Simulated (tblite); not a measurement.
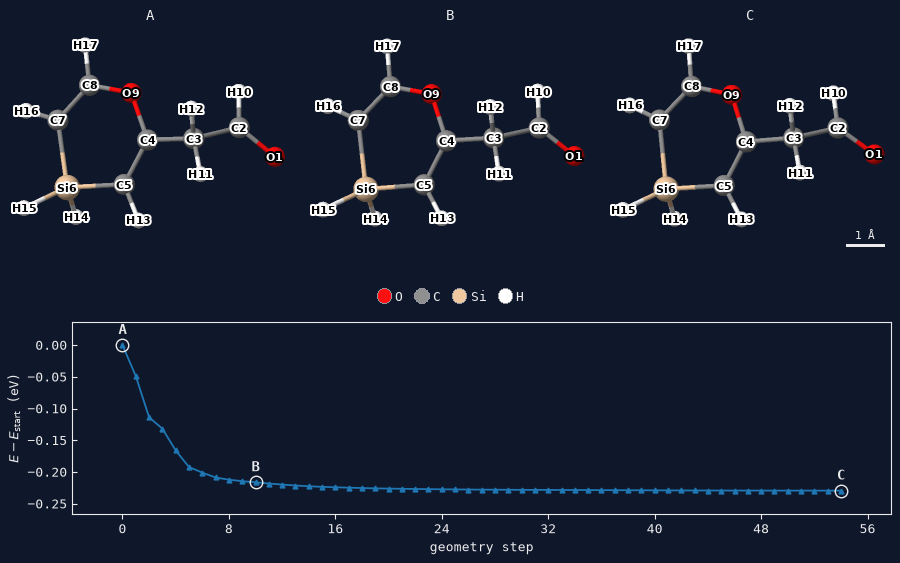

Frames of a relaxation of C6H8O2Si, marked on the history of the run. The picture is a ball-and-stick view, seen at a tilt.

Computed with tblite 0.8.0, GFN2-xTB geometry optimisation, gas phase. 

Question: Describe the path.

Answer: Over 54 geometry steps the energy falls by 0.229 eV. H10 moves most after the best rigid fit: 0.17 Å. Largest moves by element: H 0.17 Å, C 0.08 Å, O 0.07 Å, Si 0.06 Å. Near-neighbour distances that change, for instance: C5–Si6 1.828 → 1.869 Å, Si6–C7 1.836 → 1.869 Å, C4–C5 1.364 → 1.333 Å, C8–O9 1.383 → 1.354 Å. Bond angles that change, for instance: C4–C5–H13 122.1° → 116.8°, Si6–C7–H16 116.6° → 121.8°, Si6–C5–H13 115.7° → 120.7°. The run took 0.32 s on 1 thread of Intel(R) Xeon(R) 6975P-C, with other jobs on the host. From step 0 to 10: H16 moves most (0.13 Å), energy −0.216 eV. From step 10 to 54: H10 moves most (0.15 Å), energy −0.013 eV.

```tsv
step	E − E(0), eV
0	0.0000
1	-0.0489
2	-0.1138
3	-0.1319
4	-0.1661
5	-0.1922
6	-0.2011
7	-0.2087
8	-0.2122
9	-0.2145
10	-0.2163
12	-0.2199
15	-0.2235
17	-0.2248
19	-0.2258
22	-0.2268
24	-0.2273
26	-0.2277
29	-0.2281
31	-0.2283
33	-0.2284
35	-0.2286
38	-0.2288
40	-0.2290
42	-0.2291
45	-0.2293
47	-0.2294
49	-0.2294
52	-0.2294
54	-0.2295
```
